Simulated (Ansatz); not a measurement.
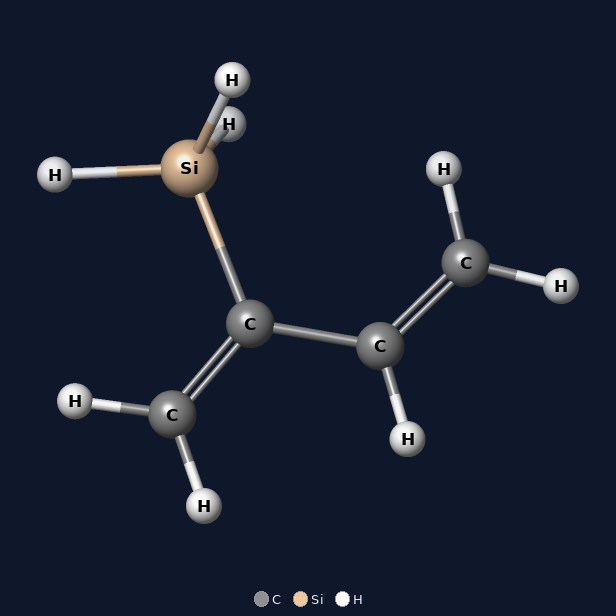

The structure as it stands in the input.

The calculation was set up as follows.

```yaml
crystal:
  periodic: [false, false, false]
  atoms:
    - {symbol: C, position_ang: [0.583862, -0.186333, -2.057085]}
    - {symbol: C, position_ang: [-0.542487, -0.066423, -1.237066]}
    - {symbol: C, position_ang: [-0.516470, 0.045125, 0.289699]}
    - {symbol: C, position_ang: [-1.718200, 0.160530, 1.010441]}
    - {symbol: Si, position_ang: [1.187126, 0.031045, 1.274043]}
    - {symbol: H, position_ang: [0.487639, -0.265017, -3.187493]}
    - {symbol: H, position_ang: [1.641616, -0.210850, -1.632514]}
    - {symbol: H, position_ang: [-1.579088, -0.047730, -1.720768]}
    - {symbol: H, position_ang: [-1.739249, 0.245420, 2.145589]}
    - {symbol: H, position_ang: [-2.729565, 0.173575, 0.479040]}
    - {symbol: H, position_ang: [0.869658, 0.153912, 2.796191]}
    - {symbol: H, position_ang: [1.977054, -1.291761, 1.016379]}
    - {symbol: H, position_ang: [2.099628, 1.221966, 0.838979]}
basis:
  gaussian: {orbitals: ANO-RCC-VTZP}
hamiltonian: {xc: {name: LC-wPBE}}
output: {forces: true}
```

Command:

```sh
ansatz run in.yaml --threads 4 --pin off --events-out ev --progress --plain --max-ram 10444MiB
```

What the program printed:

```
Functional definition: LC-wPBE
  name "LC-wPBE"
  cite "Vydrov & Scuseria, J. Chem. Phys. 125, 234109 (2006) doi:10.1063/1.2409292"
  cite "Heyd & Scuseria, J. Chem. Phys. 120, 7274 (2004) doi:10.1063/1.1668634"
  cite "Ernzerhof & Perdew, J. Chem. Phys. 109, 3313 (1998) doi:10.1063/1.476928"
  cite "Perdew, Burke & Ernzerhof, Phys. Rev. Lett. 77, 3865 (1996) doi:10.1103/PhysRevLett.77.3865"
  parent pbe
  parameter omega = 0.4/bohr
  exchange = pbe_x_sr(omega) + exact_x_lr(omega)
  correlation = pbe_c
1649 factors; their error is unknown
687 factors; integrals over basis functions are off by at most 3.6e-5 eV
mean field evaluation 1: about -12165.7119 eV, gradient 3.3e1 eV
mean field evaluation 2: about -12167.7108 eV, gradient 1.9e1 eV
mean field evaluation 4: about -12168.6353 eV, gradient 1.8e0 eV
mean field evaluation 8: about -12168.6538 eV, gradient 8.4e-2 eV
mean field evaluation 16: about -12168.5979 eV, gradient 1.2e-4 eV
mean field -12168.59786984 eV, -447.1877235447 hartree, gradient 4.4e-5 eV, S^2 0.000000; 0 other end points of the search recorded, 0 dependent functions left out
the calculation of the forces begins
reference -12168.59786985 eV, -447.1877235451 hartree; 23, 23 occupied and 243, 243 virtual orbitals, 1649 factors
Total energy: -12168.59786985 eV, -447.1877235451 hartree
Relativity: scalar
Atom 0 at     0.583862    -0.186333    -2.057085 Å, force    -1.678397     0.187750     1.360041 eV/Å
Atom 1 at    -0.542487    -0.066423    -1.237066 Å, force     1.507297    -0.157683    -1.059116 eV/Å
Atom 2 at    -0.516470     0.045125     0.289699 Å, force    -1.850493     0.159066     0.842516 eV/Å
Atom 3 at    -1.718200     0.160530     1.010441 Å, force     1.781875    -0.181939    -1.208285 eV/Å
Atom 4 at     1.187126     0.031045     1.274043 Å, force    -0.278204     0.004185    -0.141906 eV/Å
Atom 5 at     0.487639    -0.265017    -3.187493 Å, force     0.066364     0.126749     1.753850 eV/Å
Atom 6 at     1.641616    -0.210850    -1.632514 Å, force    -1.641271     0.043848    -0.586055 eV/Å
Atom 7 at    -1.579088    -0.047730    -1.720768 Å, force     1.611048    -0.029961     0.739378 eV/Å
Atom 8 at    -1.739249     0.245420     2.145589 Å, force     0.124862    -0.135137    -1.743816 eV/Å
Atom 9 at    -2.729565     0.173575     0.479040 Å, force     1.580847    -0.025518     0.762412 eV/Å
Atom 10 at     0.869658     0.153912     2.796191 Å, force     0.236589    -0.100110    -1.259864 eV/Å
Atom 11 at     1.977054    -1.291761     1.016379 Å, force    -0.680351     1.081611     0.198116 eV/Å
Atom 12 at     2.099628     1.221966     0.838979 Å, force    -0.780167    -0.972861     0.342728 eV/Å
Dipole moment:    -0.117156     0.002529    -0.046052 e Å
```

The run converged.
